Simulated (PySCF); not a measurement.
Al(F)3, AlF3, SMILES [F][Al]([F])[F], B3LYP/def2-SVP optimised geometry. Atoms within 1.6 Å of the plane z = 0.0 Å (x, y, z in Å): Al1 (-0.41, 0.00, 0.00), F2 (1.23, 0.00, 0.00), F3 (-1.23, -1.42, 0.00), F4 (-1.23, 1.42, 0.00).

Calculation: PySCF with B3LYP/def2-TZVP. Cells within 0.4 Å of a nucleus heavier than hydrogen are left out (blank, or x).

Map of the electrostatic potential (hartree/e), clipped to [-0.08, 0.12] on the plane z = 0.0 Å:

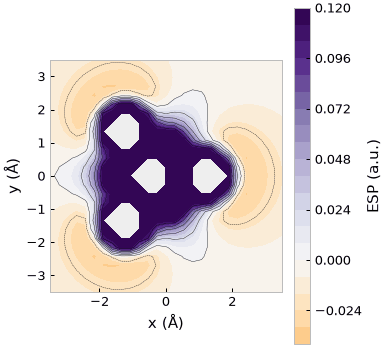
*Electrostatic potential (hartree/e), clipped to [-0.08, 0.12] on the plane z = 0.0 Å.*
